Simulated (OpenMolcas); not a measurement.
**H2S2 (SMILES SS): HF/ANO-R1 (sfX2C)**

What is the vertical singlet–triplet gap of H2S2 at HF/ANO-R1 (sfX2C)? 

Program for the calculation: OpenMolcas 26.06.

**1. The molecule**

H2S2: 4 atoms, total charge 0, spin state singlet. SMILES: `SS`. The coordinates come from a PBE0-D4/def2-TZVP relaxation.

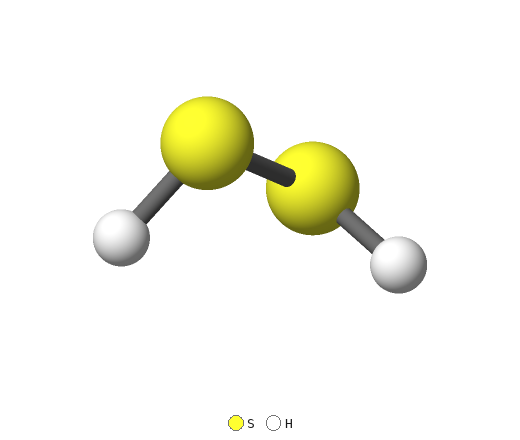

The structure, seen from a chosen angle (sulfur yellow, hydrogen white).

**2. A single-point energy at HF/ANO-R1 (sfX2C)**

job.input

```
* H2S2 Hartree-Fock

&gateway
 coord
 4
 bohr
 S      1.48245235    -1.49139075     0.31499845
 S      0.11379931     2.11944123     0.12729195
 H     -0.42598206    -2.55602466     1.61926852
 H     -1.17028849     1.92799308    -2.06159672
 basis=ANO-R1
 group=NoSym
 rx2c

&seward
 expert

&scf
 prorbitals=1 1
```

On the command line:

```
$ export MOLCAS_MEM=1860
$ pymolcas job.input > job.log
```

What it wrote:

```text
--- Start Module: gateway ---
[...]
--- Stop Module: gateway /rc=_RC_ALL_IS_WELL_ ---
--- Start Module: seward ---
[...]
 ###    WARNING:  EXPERT option is ON!                                       ###
 ###############################################################################
               SEWARD will generate:
[...]
      Basis functions           46
--- Stop Module: seward /rc=_RC_ALL_IS_WELL_ ---
[...]
--- Start Module: scf ---
[...]
       Convergence after  11 Iterations
[...]
::    Total SCF energy                               -798.4197438608
[...]
      Total spin, S                                     0.0000000000
[...]
      Total electronic charge=   34.000000
      Total            charge=   -0.000000
[...]
      Dipole Moment (debye):
      Origin of the operator (angstrom)=    0.3965    0.1560    0.1099
                   X= -1.1858E+00               Y= -4.6656E-01               Z= -3.2857E-01           Total=  1.3160E+00
      Quadrupole Moment (debye*angstrom):
[...]
--- Stop Module: scf /rc=_RC_ALL_IS_WELL_ ---
[...]
```

It took 3 s on 1 thread of Arm Neoverse V2, shared host; peak memory 0.38 GiB.

**3. The triplet at the same level**

job.input

```
&GATEWAY
  Coord
  4
  bohr
  S      1.48245235    -1.49139075     0.31499845
  S      0.11379931     2.11944123     0.12729195
  H     -0.42598206    -2.55602466     1.61926852
  H     -1.17028849     1.92799308    -2.06159672
  Basis = ANO-R1
  Group = NoSym
  RX2C

&SEWARD
  Expert

&SCF
  UHF
  Spin = 3
  PrOrbitals = 1 1
```

On the command line:

```
$ export MOLCAS_MEM=1860
$ pymolcas job.input > job.log
```

What it wrote:

```text
--- Start Module: gateway ---
[...]
--- Stop Module: gateway /rc=_RC_ALL_IS_WELL_ ---
--- Start Module: seward ---
[...]
 ###    WARNING:  EXPERT option is ON!                                       ###
 ###############################################################################
               SEWARD will generate:
[...]
      Basis functions           46
--- Stop Module: seward /rc=_RC_ALL_IS_WELL_ ---
[...]
--- Start Module: scf ---
[...]
       Convergence after  23 Iterations
[...]
::    Total SCF energy                               -798.2539402228
[...]
      Total spin, S                                     1.0123620979
[...]
      Total electronic charge=   34.000000
      Total            charge=   -0.000000
[...]
      Dipole Moment (debye):
      Origin of the operator (angstrom)=    0.3965    0.1560    0.1099
                   X= -1.5234E+00               Y= -5.9936E-01               Z= -4.2210E-01           Total=  1.6906E+00
      Quadrupole Moment (debye*angstrom):
[...]
--- Stop Module: scf /rc=_RC_ALL_IS_WELL_ ---
[...]
```

It took 3.9 s on 1 thread of Arm Neoverse V2, shared host; peak memory 0.38 GiB.

**4. What came out**

Level: HF/ANO-R1 (sfX2C).

| quantity | value |
| --- | --- |
| singlet: total energy | -798.41974 Eh |
| singlet: dipole moment | 1.32 D |
| singlet: HOMO energy | -10.18 eV |
| singlet: LUMO energy | 2.53 eV |
| singlet: HOMO–LUMO gap | 12.71 eV |
| triplet: total energy | -798.25394 Eh |
| triplet: dipole moment | 1.69 D |
| triplet: HOMO energy (highest over α and β) | -5.65 eV |
| triplet: LUMO energy (lowest over α and β) | -1.05 eV |
| triplet: ⟨S²⟩ | 2.037 |
| vertical energy of the triplet above the singlet | 4.512 eV |

**Reading.** At this shape the triplet lies 4.51 eV (104 kcal/mol) above the singlet.
